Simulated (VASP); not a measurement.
```cif
data_structure
_symmetry_space_group_name_H-M 'P 1'
_symmetry_Int_Tables_number 1
_cell_length_a 4.4024
_cell_length_b 4.4024
_cell_length_c 4.9911
_cell_angle_alpha 90.000
_cell_angle_beta 90.000
_cell_angle_gamma 120.000
_cell_volume 83.77
loop_
_atom_site_label
_atom_site_type_symbol
_atom_site_fract_x
_atom_site_fract_y
_atom_site_fract_z
_atom_site_occupancy
Ta1 Ta 0.33333 0.66667 0.75000 1
Ta2 Ta 0.66667 0.33333 0.25000 1
Si1 Si 0.33333 0.66667 0.25000 1
Si2 Si 0.66667 0.33333 0.75000 1
```

Space group P6₃/mmc.

The calculation used Kohn-Sham DFT of a periodic cell, PBE, VASP PAW PBE potentials, recommended in VASP 6.6.1.

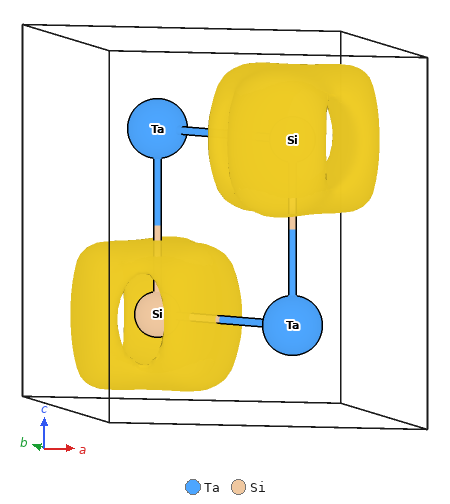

TaSi. Isosurface of the electron localisation function at 0.7 (yellow), seen at an oblique angle. Core shells and regions of very low density are left out. Sticks mark near contacts.

### Where are the electrons localised?

At this value the surface marks out two regions wrapped around Si (the valence shell of each), counted in one cell of 4 atoms. Any copies at cell faces, edges or corners count once. Profiles from the grid: Ta–Si (2.50 Å): the ELF peaks at about 0.75 in the valence shell of Si, 0.9 Å from its nucleus, and is about 0.45 at the midpoint. Ta–Si (2.54 Å): the ELF peaks at about 0.80 in the valence shell of Si, 0.9 Å from its nucleus, and is about 0.55 at the midpoint.
